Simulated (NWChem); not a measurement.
# One shape, several levels: CsNa (NaCs)

We compute a comparison of 3 runs (HF/def2-TZVPPD, MP2/def2-TZVPPD, CCSD(T)/def2-TZVPPD) of CsNa (NaCs). 

The results are computed with NWChem 7.3.0.

2 further runs of the same task are left out: 2 set aside as unsound or not needed.

## (1) The molecule

CsNa: 2 atoms, total charge 0, spin state singlet. SMILES: `[Na][Cs]`. The Na1–Cs2 distance was set to 5.857 Å, away from the relaxed value.

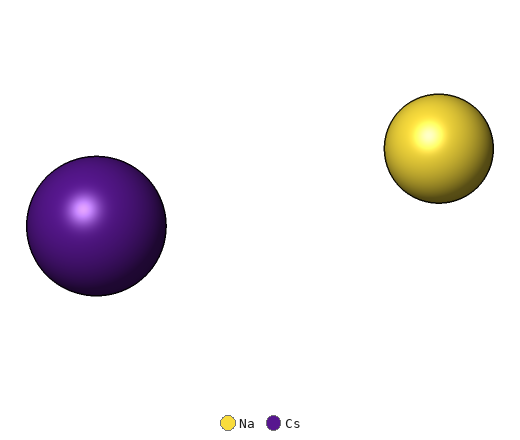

The structure, seen from a chosen angle (sodium yellow, caesium purple).

## (2) A single-point energy at HF/def2-TZVPPD (core potential) (run 1)

File csna.nw:

```
start csna
title "CsNa"
memory 2200 mb

geometry noautosym nocenter noautoz
  Na    0.000000    0.000000   -2.211790
  Cs    0.000000    0.000000    3.645610
end

basis spherical bse
  Na library def2-TZVPPD
  Cs library def2-TZVPPD
end

ecp bse
  Cs library def2-TZVPPD
end

scf
  thresh 1e-08
  maxiter 80
  print low
end

task scf energy
```

Command:

```
$ nwchem csna.nw > csna.out
```

The program printed:

```text
[...]
  functions       =    74
[...]
  wavefunction    = RHF
[...]
         Total SCF energy =   -181.688633718131
      One-electron energy =   -278.701764633135
      Two-electron energy =     88.069137393821
 Nuclear repulsion energy =      8.943993521182
        Time for solution =      9.8s
 Task  times  cpu:       10.1s     wall:       10.1s
[...]
```

Wall time 11 s (1 thread of Intel Xeon Platinum 8259CL at 2.50GHz (Skylake/Cascade Lake), shared host); peak memory 0.1 GiB.

## (3) The energy at MP2/def2-TZVPPD (core potential) (run 2)

File run.xyz:

```xyz
2

Na     0.000000     0.000000    -2.211790
Cs     0.000000     0.000000     3.645610
```

File run.py:

```python
from ase.io import read
from ase.calculators.nwchem import NWChem

atoms = read('run.xyz')

calc = NWChem(
    label='run',
    theory='mp2',
    memory='2200 mb',
    basis='def2-TZVPPD',
    basispar='spherical bse',
    scf={'nopen': '0', 'rhf': None, 'thresh': '1e-08', 'maxiter': '80'},
    mp2={'freeze': 'core 1', 'tight': None},
    task='energy',
    **{'ecp bse': {'Cs library': 'def2-TZVPPD'}},
)
atoms.calc = calc

print("Total energy (eV):", round(atoms.get_potential_energy(), 6))
```

Command:

```
$ export ASE_NWCHEM_COMMAND="nwchem PREFIX.nwi > PREFIX.nwo"
$ python run.py
```

The program printed:

```text
Total energy (eV): -4952.64199
```

The calculator wrote run.nwi:

```
title "run"

permanent_dir run

scratch_dir run

start run

geometry units angstrom nocenter noautosym noautoz
  Na 0.0000000000000000e+00 0.0000000000000000e+00 -2.2117900000000001e+00
  Cs 0.0000000000000000e+00 0.0000000000000000e+00 3.6456100000000000e+00
end

memory 2200 mb

basis spherical bse noprint
   * library def2-TZVPPD
end

scf
  nopen 0
  rhf
  thresh 1e-08
  maxiter 80
end
mp2
  freeze core 1
  tight
end
ecp bse
  Cs library def2-TZVPPD
end

task mp2 energy
```

run.nwo:

```text
Northwest Computational Chemistry Package (NWChem) 7.3.0
             --------------------------------------------------------

           Job information
           ---------------

    nwchem branch   = 7.3.0
    use scalapack   = T
    input           = run.nwi
    prefix          = run.
    data base       = run/run.db
    status          = startup
    nproc           =        1

           Memory information
           ------------------

[... 5 lines left out ...]
    hardfail = no
[... 94 lines left out ...]
         Quadratically convergent ROHF
[... 14 lines left out ...]
       Final RHF  results
[... 4 lines left out ...]
      Two-electron energy =     88.069137394073
[... 29 lines left out ...]
                       ROHF Final Molecular Orbital Analysis
[... 424 lines left out ...]
          ---------------------------------------------------
                    Spin Component Scaled (SCS) MP2
          Same spin pairs                     -0.082201175781
          Same spin scaling factor             0.333333333333
          Opposite spin pairs                 -0.235402690606
          Opposite spin scaling fact.          1.200000000000
          SCS-MP2 correlation energy          -0.309883620654
          Total SCS-MP2 energy              -181.998517338710
          ---------------------------------------------------

 -----------------------
 Task  times  cpu:        9.6s     wall:        9.6s
 Total times  cpu:        9.7s     wall:        9.7s
```

It took 11 s on 1 thread of Intel Xeon Platinum 8259CL at 2.50GHz (Skylake/Cascade Lake), shared host; peak memory 0.16 GiB.

## (4) The energy at CCSD(T)/def2-TZVPPD (core potential) (run 3)

File csna.nw:

```
start csna
title "CsNa ccsd(t)"
memory 2200 mb
charge 0
geometry units angstroms noautosym nocenter noautoz
Na     0.000000     0.000000    -2.211790
Cs     0.000000     0.000000     3.645610
end
basis spherical bse
Na library def2-TZVPPD
Cs library def2-TZVPPD
end
ecp bse
Cs library def2-TZVPPD
end
scf
thresh 1e-08
maxiter 80
print low
end
ccsd
freeze core 1
maxiter 60
end
task ccsd(t)
```

Command:

```
$ nwchem csna.nw > csna.out
```

The program printed:

```text
[...]
  functions       =    74
[...]
  wavefunction    = RHF
[...]
         Total SCF energy =   -181.688633718131
      One-electron energy =   -278.701764633135
      Two-electron energy =     88.069137393821
 Nuclear repulsion energy =      8.943993521182
        Time for solution =      9.3s
[...]
 Total MP2 energy:           -182.006237584509023
[...]
             energy      energy      error      ampl     ampl      Block
                                                time     time      time
[...]
 Total CCSD energy:           -182.033310173766239
[...]
 Total CCSD+T(CCSD) energy:           -182.044418531894763
[...]
 Total CCSD(T) energy:                -182.043618935749123
[...]
```

Wall time 1.8 min (1 thread of Intel Xeon Platinum 8259CL at 2.50GHz (Skylake/Cascade Lake), shared host); peak memory 0.18 GiB.

## (5) Overview of the runs

```
run                                 level   module  frozen core orbitals  energy (Eh)  wall time
  1       HF/def2-TZVPPD (core potential)      scf                     –  -181.688634       11 s
  2      MP2/def2-TZVPPD (core potential)      mp2                     1  -182.006238       11 s
  3  CCSD(T)/def2-TZVPPD (core potential)  ccsd(t)                     1  -182.043619    1.8 min
```

## (6) Outcome

| quantity | value |
| --- | --- |
| run 3: total energy | -182.04362 Eh |
| run 3: correlation energy (1 core orbital frozen) | -355.0 mEh |
| run 3: (T) correction | -10.31 mEh |

Below the HF energy at the same shape and in the same basis (def2-TZVPPD): MP2 -317.6 mEh; CCSD(T) -355.0 mEh. All runs together took 2.2 min, the longest 1.8 min.
